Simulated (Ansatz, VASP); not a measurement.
# Cross-check of Bi2Se3 between VASP and Ansatz, part 2 of 3

Aim: how closely do two programs agree when they are given the same cell, functional and k mesh?  The cell comes out of the VASP series on this material, whose earlier steps may have relaxed, scaled or displaced it; both programs get it as it stands.

VASP 6.6.1 and Ansatz 0.2.0.

So far. Step 2 (VASP: band structure, LDA, spin-orbit coupling): The run ends at a pressure of -1.25 GPa, with forces up to 0.13 eV/Å.

**3. Ansatz: band structure, LDA, spin-orbit coupling**

Level of this step: Ansatz beside VASP: Kohn-Sham DFT, plane waves, LDA, spin-orbit coupling (Ansatz).

Ansatz runs on its fully relativistic PAW (standard-fr) files.

The same cell, functional (in two slightly different forms), mesh and smearing now go to Ansatz, which takes its cutoff from its data sets.

The input, input.yaml:

```yaml
crystal:
  lattice:
    - [2.0715, 1.195981, 9.545333]
    - [-2.0715, 1.195981, 9.545333]
    - [0.0, -2.391962, 9.545333]
  atoms:
    - { symbol: Bi, position: [0.399920524, 0.399920524, 0.399920524] }
    - { symbol: Bi, position: [0.600079476, 0.600079476, 0.600079476] }
    - { symbol: Se, position: [0.0, 0.0, 0.0] }
    - { symbol: Se, position: [0.2123132448, 0.2123132448, 0.2123132448] }
    - { symbol: Se, position: [0.7876867552, 0.7876867552, 0.7876867552] }
hamiltonian:
  xc: lda
  pseudopotentials: { kind: paw_fr }
magnetization:
  noncollinear: true
  spin_orbit: true
kpoints:
  mp_grid: { grid: [6, 6, 6] }
  band_path:
    path:
      - [0.0, 0.0, 0.0]
      - [0.13333, 0.0, 0.0]
      - [0.3, 0.0, 0.0]
      - [0.46667, 0.0, 0.0]
      - [0.5, 0.03543, -0.03543]
      - [0.5, 0.09447, -0.09447]
      - [0.5, 0.15351, -0.15351]
      - [0.77982, 0.5, 0.22018]
      - [0.6722, 0.5, 0.3278]
      - [0.56457, 0.5, 0.43543]
      - [0.46667, 0.46667, 0.46667]
      - [0.3, 0.3, 0.3]
      - [0.13333, 0.13333, 0.13333]
      - [0.0, 0.0, 0.0]
      - [0.11286, 0.0, -0.11286]
      - [0.20314, 0.0, -0.20314]
      - [0.316, 0.0, -0.316]
      - [0.62915, 0.37085, 0.0]
      - [0.57534, 0.42466, 0.0]
      - [0.52152, 0.47848, 0.0]
      - [0.52152, 0.52152, 0.02362]
      - [0.57534, 0.57534, 0.08266]
      - [0.62915, 0.62915, 0.14171]
      - [0.65067, 0.65067, 0.19866]
      - [0.59686, 0.59686, 0.30628]
      - [0.55381, 0.55381, 0.39238]
      - [0.54305, 0.54305, 0.4139]
      - [0.5, 0.0, 0.0]
      - [0.60762, 0.11286, 0.11286]
      - [0.71524, 0.22571, 0.22571]
      - [0.82287, 0.33857, 0.33857]
    npoints: 1
scf:
  occupations: { method: gaussian, width: 0.02 }
  n_extra_bands: 16
output:
  forces: true
  stress: true
  eigenvalues: true
```

Started as:

```sh
ansatz run input.yaml --threads 2 --pin off --max-ram 4608MiB --backend cpu --events-out ev --progress --plain --runs-dir out
```

Numbers of over 12 decimals in the logs are rounded to 6 here.

The log of the run:

```text
basis.fft_grid_basis auto: the FFT boxes are laid along the combinations [[1, 0, -1], [0, 1, -1], [0, 0, 1]] of the cell's own vectors, 4.143, 4.143 and 9.840 Å long. The dense box has 30×30×72 points. Along the cell's own vectors, as sized, it would have 72×72×72, 5.76 times as many. Of the 12 symmetry operations that the crystal satisfies within crystal.symmetry.tolerance (time reversal apart; of a slab, those that [...]
scf.n_extra_bands = 16 over 78 filled bands (N_el = 78.0): the run solves 94 bands
Engine: ansatz 0.2.0, aarch64-unknown-linux-gnu
Pseudopotentials: kind: paw_fr
Pseudopotential: Bi, paw_fr, valence charge 15, recommended cutoff 420 eV (normal), Bi.paw.azcp#standard-fr
Pseudopotential: Se, paw_fr, valence charge 16, recommended cutoff 420 eV (normal), Se.paw.azcp#standard-fr
Functional definition: SPW92
  exchange = slater_x
  correlation = pw_c
non-collinear run that drives no moment, with spin-orbit: no starting moment large enough to seed its density (crystal.atoms[].spin), no starting occupations that ask for one, no magnetisation constraint and no magnetic field, so the semilocal B_xc is pinned to zero
Crystal: 5 atoms, lattice volume = 141.890 Å³
Basis set: ecut = 420 eV, 2743 PW (Γ), FFT grids on a1−a3, a2−a3, a3
Bands: 94, of which v1, the nominal top of the filled ones, is band 78 counted from 1 (77 counted from 0)
Symmetry: 12 space group operations + 12 with time reversal
Magnetic group: BNS 166.98 (UNI 1328), of the structure as read, at distance tolerance 5.2e-5 Å
k-points: 32 of 216
Projection manifold: j_resolved (fully-relativistic pseudo-atomic orbitals)
Non-local potential: Bi, projectors of the file, l = 0: 2, l = 1: 4, l = 2: 4, l = 3: 4
Non-local potential: Se, projectors of the file, l = 0: 2, l = 1: 4, l = 2: 6, l = 3: 2
PAW form: soft (Blöchl's): semilocal exchange-correlation on the pseudo side does not see the compensation charge
PAW frozen core: Bi, regenerated for the run's functional, and the local potential with it (the file was generated under x = pbe(κ = 0.804, μ = 0.219515), c = pbe(β = 0.066725))
PAW frozen core: Se, regenerated for the run's functional, and the local potential with it (the file was generated under x = pbe(κ = 0.804, μ = 0.219515), c = pbe(β = 0.066725))
PAW one-centre angular grid: Bi, 590 points (default); XC on 64 Gauss nodes
PAW one-centre angular grid: Se, 590 points (default); XC on 64 Gauss nodes
Initial density: superposition of atomic densities (chi_scale 0.1, normalization cell, long waves kept (reshape's long-wave potential 0.39 eV rms))
Initial wavefunctions: pseudopotential atomic-orbital guess
Functional: x = slater, c = lda
SCF iter   1: F=—  HF=-40404.067240 eV  |F-HF|=—  |Δ(HF+E_count)|=         —  Δρ=3.02e-2  dr2=7.29e0  dr2_m=0.00e0 (ungated)  ethr=3.10e-3  |M|=0.00e0 ∫|m|=0.00e0 μB  |m|>n=0.0e0 m-floor=0.0e0 τ_xc=0.0e0  β_m=0.30  ⟨swp⟩=7.5  Hψ=6918  notcnv=0  defer=90
preconditioner: auto → Resta (q_TF=auto, 2.469 Å⁻¹)  ε∞=4.1  [insulator: Δε(μ)=0.422 eV  Ē_g=9.314 eV  σ=0.020 eV  W_gap=1.00  n_scr=36 (ndim 8)  ℏωp=16.5 eV  f_vac=0.018  D(μ)=0.00/eV (n_scr^D=0)  ε∞_Penn≈4.1]
spin=Noncollinear: Resta preconditioning applied to the charge; magnetization (m_x, m_y, m_z) channels mix plain (no charge-response kernel on spin).
SCF iter   2: F=—  HF=-40403.262567 eV  |F-HF|=—  |Δ(HF+E_count)|=   8.05e-1  Δρ=1.59e-2  dr2=3.94e-1  dr2_m=0.00e0 (ungated)  ethr=3.10e-3  |M|=0.00e0 ∫|m|=0.00e0 μB  |m|>n=0.0e0 m-floor=0.0e0 τ_xc=0.0e0  β_m=0.33  ⟨swp⟩=2.6  Hψ=1892  notcnv=0  defer=318
SCF iter   3: F=—  HF=-40403.179946 eV  |F-HF|=—  |Δ(HF+E_count)|=   8.26e-2  Δρ=1.07e-2  dr2=1.38e-1  dr2_m=0.00e0 (ungated)  ethr=5.05e-4  |M|=0.00e0 ∫|m|=0.00e0 μB  |m|>n=0.0e0 m-floor=0.0e0 τ_xc=0.0e0  β_m=0.58  ⟨swp⟩=2.0  Hψ=1472  notcnv=0  defer=318
SCF iter   4: F=—  HF=-40403.134987 eV  |F-HF|=—  |Δ(HF+E_count)|=   4.50e-2  Δρ=1.97e-3  dr2=6.39e-3  dr2_m=0.00e0 (ungated)  ethr=1.77e-4  |M|=0.00e0 ∫|m|=0.00e0 μB  |m|>n=0.0e0 m-floor=0.0e0 τ_xc=0.0e0  β_m=0.59  ⟨swp⟩=2.3  Hψ=1999  notcnv=0  defer=318
SCF iter   5: F=—  HF=-40403.133795 eV  |F-HF|=—  |Δ(HF+E_count)|=   1.19e-3  Δρ=6.95e-4  dr2=6.10e-4  dr2_m=0.00e0 (ungated)  ethr=8.19e-6  |M|=0.00e0 ∫|m|=0.00e0 μB  |m|>n=0.0e0 m-floor=0.0e0 τ_xc=0.0e0  β_m=0.71  ⟨swp⟩=2.0  Hψ=2562  notcnv=0  defer=318
SCF iter   6: F=—  HF=-40403.133849 eV  |F-HF|=—  |Δ(HF+E_count)|=   5.33e-5  Δρ=1.78e-4  dr2=4.81e-5  dr2_m=0.00e0 (ungated)  ethr=7.82e-7  |M|=0.00e0 ∫|m|=0.00e0 μB  |m|>n=0.0e0 m-floor=0.0e0 τ_xc=0.0e0  β_m=0.86  ⟨swp⟩=2.8  Hψ=2147  notcnv=0  defer=318
SCF iter   7: F=—  HF=-40403.133945 eV  |F-HF|=—  |Δ(HF+E_count)|=   9.59e-5  Δρ=3.95e-5  dr2=2.73e-6  dr2_m=0.00e0 (ungated)  ethr=6.17e-8  |M|=0.00e0 ∫|m|=0.00e0 μB  |m|>n=0.0e0 m-floor=0.0e0 τ_xc=0.0e0  β_m=0.83  ⟨swp⟩=2.2  Hψ=2264  notcnv=0  defer=318
SCF iter   8: F=—  HF=-40403.133945 eV  |F-HF|=—  |Δ(HF+E_count)|=   4.80e-7  Δρ=1.49e-5  dr2=3.96e-7  dr2_m=0.00e0 (ungated)  ethr=3.50e-9  |M|=0.00e0 ∫|m|=0.00e0 μB  |m|>n=0.0e0 m-floor=0.0e0 τ_xc=0.0e0  β_m=0.77  ⟨swp⟩=2.0  Hψ=2593  notcnv=0  defer=318
SCF iter   9: F=-40403.133945 eV  HF=-40403.133945 eV  |F-HF|=2.21e-8  |Δ(HF+E_count)|=   8.51e-8  Δρ=5.18e-6  dr2=5.53e-8  dr2_m=0.00e0 (ungated)  ethr=1.28e-10  |M|=0.00e0 ∫|m|=0.00e0 μB  |m|>n=0.0e0 m-floor=0.0e0 τ_xc=0.0e0  ⟨swp⟩=12.3  Hψ=8132  notcnv=0
SCF 1 converged in 9 iterations: F = -40403.133945 eV  dr2 = 5.53e-8
  greatest PAW one-centre occupation: 0.999 electrons in one spin orbital (limit 2), on the Se atom at site 3 (counted from 0), in its partial waves of l = 2
NSCF: frozen V_eff on 31 k-points
SCF converged after 9 iterations
Magnetization: |M| = 0.0000 μB,  M = (+0.0000, +0.0000, +0.0000) μB
Absolute magnetization: 0.0000 μB (∫|m|)
  site 0: m = (+0.0000, +0.0000, +0.0000) μB, |m| = 0.0000 μB  (R = 1.18 Å)
  site 1: m = (+0.0000, +0.0000, +0.0000) μB, |m| = 0.0000 μB  (R = 1.18 Å)
  site 2: m = (+0.0000, +0.0000, +0.0000) μB, |m| = 0.0000 μB  (R = 1.26 Å)
  site 3: m = (+0.0000, +0.0000, +0.0000) μB, |m| = 0.0000 μB  (R = 1.18 Å)
  site 4: m = (+0.0000, +0.0000, +0.0000) μB, |m| = 0.0000 μB  (R = 1.18 Å)
Free energy (F): -40403.133945 eV
Harris-Foulkes:  -40403.133945 eV  (|F-HF|=2.21e-8)
Internal energy: -40403.133945 eV  (E = F + TS)
E sigma→0 (E₀):  -40403.133945 eV
Fermi energy:    8.544637 eV
--- Per-component energies (eV) ---
  E_band       = -1366.181498
  E_kinetic    = 963.789180
  E_local      = -10426.086995  (includes V_loc(G=0)·N_el)
  E_nonlocal   = -633.747596
  E_hartree    = 4628.492359
  E_xc         = -613.920687
  E_vxc        = -586.727051  (∫ρ·V_xc dr)
  E_paw        = -26268.356641  (= ΣΔE_a)
  E_vpaw       = 59.609867  (= ΣTr[D̂ρ^β])
  E_aug_tail   = -0.002746  (compensation charges beyond the density's cutoff)
  E_ewald      = -8060.024667
  E_core_change = 6.723849  (= ΣΔE_core)
  E_smearing   = -0.000000  (= −TS)
  E_closure    = 0.000000  (closes the sum)
  Σ components = -40403.133945   (vs F -40403.133945, Δ=0.00e0)
--- Forces (eV/Å), atoms counted from 1 ---
  atom   1  Bi     0.00000000     0.00000000    -0.06078413
  atom   2  Bi     0.00000000    -0.00000000     0.06078413
  atom   3  Se     0.00000000    -0.00000000     0.00000000
  atom   4  Se     0.00000000     0.00000000    -0.12569167
  atom   5  Se     0.00000000    -0.00000000     0.12569167
  max |Σ_I F_I| component: 2.78e-17 eV/Å
--- Stress (GPa, compression-positive) ---
       -1.311486       0.000000       0.000000
        0.000000      -1.311486      -0.000000
        0.000000      -0.000000      -1.325141
  P = ⅓ Tr σ = -1.3160 GPa (-13.160 kbar)
--- Band table (eV; the first three rows and the last of 32) ---
  k-point 0: bands = [... 74 lower, 7.6291, 7.6291, 8.2547, 8.2547, 8.6932, 8.6932, 9.8570, 9.8570, ... 12 higher]
  k-point 1: bands = [... 74 lower, 7.6473, 7.6473, 8.0395, 8.0395, 9.4774, 9.4774, 9.7908, 9.7908, ... 12 higher]
  k-point 2: bands = [... 74 lower, 7.4913, 7.4913, 8.1464, 8.1464, 9.3340, 9.3340, 10.6299, 10.6299, ... 12 higher]
  k-point 31: bands = [... 74 lower, 7.4486, 7.4486, 8.1726, 8.1726, 8.8803, 8.8803, 9.6335, 9.6335, ... 12 higher]
```

Wall time 2.7 min (2 threads of Arm Neoverse N1, shared host); peak memory 1.1 GiB; 5.3 min of CPU time.

**4. Differences**

Known differences besides the PAW data sets themselves: spin-orbit coupling enters by fully relativistic files in Ansatz and inside the spheres in VASP; the two LDA forms differ slightly; the data sets hold 78 valence electrons in Ansatz (fully relativistic PAW (standard-fr) files) and 48 in VASP; the cutoff is 420 eV in Ansatz and 400 eV in VASP; Ansatz makes its cores anew for this functional, VASP keeps those of its LDA data sets. Total energies have different zeros and are not compared.

Compared:

```
                     quantity  Ansatz   VASP  difference
               pressure (GPa)   -1.32  -1.25       -0.06
gap over the path points (eV)   0.259  0.257      +0.001
```

Forces (eV/Å; atoms numbered as in POSCAR):

```
atom        Ansatz x, y, z          VASP x, y, z
 Bi1  0.000, 0.000, -0.061  0.000, 0.000, -0.063
 Bi2   0.000, 0.000, 0.061   0.000, 0.000, 0.063
 Se3   0.000, 0.000, 0.000   0.000, 0.000, 0.000
 Se4  0.000, 0.000, -0.126  0.000, 0.000, -0.125
 Se5   0.000, 0.000, 0.126   0.000, 0.000, 0.125
```

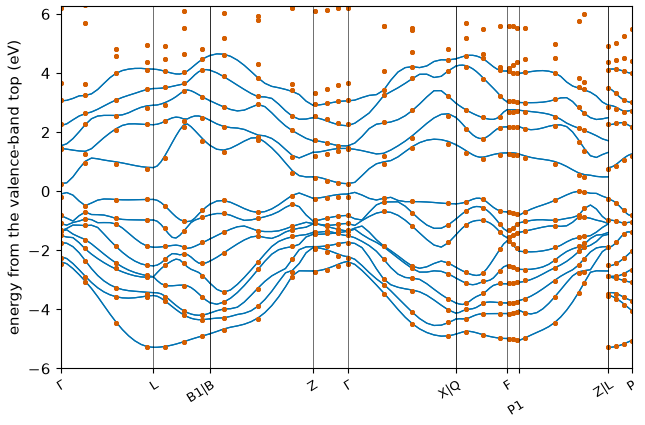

Bands from VASP (lines) and levels from Ansatz (dots). Dots without a line are higher empty bands that the VASP plot leaves out.

Levels at points of the path, from each program's valence-band top (eV; 8 filled, then empty):

```csv
k (reciprocal lattice),Ansatz,VASP
0.000 0.000 0.000,-1.32 -1.32 -1.08 -1.08 -0.81 -0.81 -0.18 -0.18 0.26 0.26 1.42 1.42 1.47 1.47,-1.35 -1.35 -1.09 -1.09 -0.82 -0.82 -0.10 -0.10 0.26 0.26 1.45 1.45 1.53 1.53
0.133 0.000 0.000,-1.16 -1.16 -0.92 -0.92 -0.70 -0.70 -0.49 -0.49 0.95 0.95 1.25 1.25 2.27 2.27,-1.17 -1.17 -0.94 -0.94 -0.70 -0.70 -0.49 -0.49 1.01 1.01 1.35 1.35 2.25 2.25
0.300 0.000 0.000,-1.86 -1.86 -1.11 -1.11 -0.91 -0.91 -0.28 -0.28 0.93 0.93 2.07 2.07 2.56 2.56,-1.88 -1.88 -1.11 -1.11 -0.92 -0.92 -0.28 -0.28 0.99 0.99 2.12 2.12 2.56 2.56
0.467 0.000 0.000,-2.49 -2.49 -1.85 -1.85 -0.96 -0.96 -0.27 -0.27 0.76 0.76 2.27 2.27 2.82 2.82,-2.51 -2.51 -1.86 -1.86 -0.97 -0.97 -0.28 -0.28 0.81 0.81 2.26 2.26 2.89 2.89
0.500 0.035 -0.035,-2.31 -2.31 -1.86 -1.86 -1.26 -1.26 -0.48 -0.48 1.14 1.14 2.37 2.37 2.92 2.92,-2.32 -2.32 -1.87 -1.87 -1.28 -1.28 -0.49 -0.49 1.19 1.19 2.36 2.36 3.00 3.00
0.500 0.094 -0.094,-2.12 -2.12 -1.88 -1.88 -1.35 -1.35 -1.00 -1.00 2.16 2.16 2.38 2.38 3.38 3.38,-2.13 -2.13 -1.89 -1.89 -1.36 -1.36 -1.01 -1.01 2.24 2.24 2.45 2.45 3.39 3.39
0.500 0.154 -0.154,-2.44 -2.44 -1.73 -1.73 -0.88 -0.88 -0.64 -0.64 1.71 1.71 2.46 2.46 3.20 3.20,-2.45 -2.45 -1.74 -1.74 -0.89 -0.89 -0.65 -0.65 1.78 1.78 2.52 2.52 3.20 3.20
0.780 0.500 0.220,-2.09 -2.09 -1.38 -1.38 -0.75 -0.75 -0.31 -0.31 1.32 1.32 2.16 2.16 2.85 2.85,-2.09 -2.09 -1.39 -1.39 -0.76 -0.76 -0.31 -0.31 1.39 1.39 2.19 2.19 2.85 2.85
0.672 0.500 0.328,-1.52 -1.52 -1.33 -1.33 -0.91 -0.91 -0.71 -0.71 1.73 1.73 1.83 1.83 2.96 2.96,-1.52 -1.52 -1.34 -1.34 -0.92 -0.92 -0.72 -0.72 1.81 1.81 1.90 1.90 2.94 2.94
0.565 0.500 0.435,-1.30 -1.30 -1.17 -1.17 -0.43 -0.43 -0.15 -0.15 0.62 0.62 1.14 1.14 2.06 2.06,-1.30 -1.30 -1.19 -1.19 -0.44 -0.44 -0.14 -0.14 0.69 0.69 1.21 1.21 2.05 2.05
```

The forces differ by 0.8 meV/Å r.m.s., which is 1.6 % of the r.m.s. force of 0.05 eV/Å (both taken over all components). Among the levels compared (up to four filled and three empty ones at each point), filled levels agree within 84 meV and empty ones within 116 meV. Ansatz's pressure holds a Pulay correction of 0.03 GPa; VASP's holds none.

**5. Ansatz: single point, LDA, spin-orbit coupling**

A single point gives forces, pressure and levels at one fixed geometry, so differences don't come from the geometry; what else differs is listed under the comparison.

The cell comes out of the VASP series on this material, whose earlier steps may have relaxed, scaled or displaced it; both programs get it as it stands.

input.yaml, the sections that differ from step 3:

```yaml
kpoints:
  mp_grid: { grid: [6, 6, 6] }
scf:
  occupations: { method: gaussian, width: 0.02 }
  n_extra_bands: 10
output:
  forces: true
  stress: true
  eigenvalues: true
  write_density: true
  write_potential: true
  elf: true
  volumetric_format: npy
# crystal, hamiltonian, magnetization: as in step 3
```

The log of the run:

```text
[...]
Crystal: 5 atoms, lattice volume = 141.890 Å³
Basis set: ecut = 420 eV, 2743 PW (Γ), FFT grids on a1−a2, a2, −a2+a3
Bands: 88, of which v1, the nominal top of the filled ones, is band 78 counted from 1 (77 counted from 0)
Symmetry: 12 space group operations + 12 with time reversal
[...]
k-points: 32 of 216
[...]
k-point 0: bands = [... 74 lower, 7.6292, 7.6292, 8.2547, 8.2547, 8.6933, 8.6933, 9.8571, 9.8571, ... 6 higher]
  k-point 1: bands = [... 74 lower, 7.6473, 7.6473, 8.0396, 8.0396, 9.4774, 9.4774, 9.7909, 9.7909, ... 6 higher]
  k-point 2: bands = [... 74 lower, 7.4914, 7.4914, 8.1464, 8.1464, 9.3340, 9.3340, 10.6299, 10.6299, ... 6 higher]
  k-point 31: bands = [... 74 lower, 7.4487, 7.4487, 8.1727, 8.1727, 8.8803, 8.8803, 9.6336, 9.6336, ... 6 higher]
[key lines of the parts left out:]
SCF converged after 9 iterations
Magnetization: |M| = 0.0000 μB,  M = (+0.0000, +0.0000, +0.0000) μB
Free energy (F): -40403.133945 eV
Fermi energy:    8.544690 eV
P = ⅓ Tr σ = -1.3160 GPa (-13.160 kbar)
```

Elapsed: 1.7 min, on 2 threads; peak memory 1.1 GiB; 3.4 min of CPU time.

The run ends at a pressure of -1.32 GPa, with forces up to 0.13 eV/Å.

(Part 2 of 3 ends here.)

[Lines on the potential files, build, host, timing and source positions are cut from VASP's logs without a mark.]

[Logs are printed without paths, hosts, clocks, repeated set-up lines and the standing remarks that a program may print on its own settings, such as how far it seeks lower states.]

[Hosts, paths, dates, database ids (printed as entryN), source tags and the programs' standing remarks are cut or masked in the printed files.]
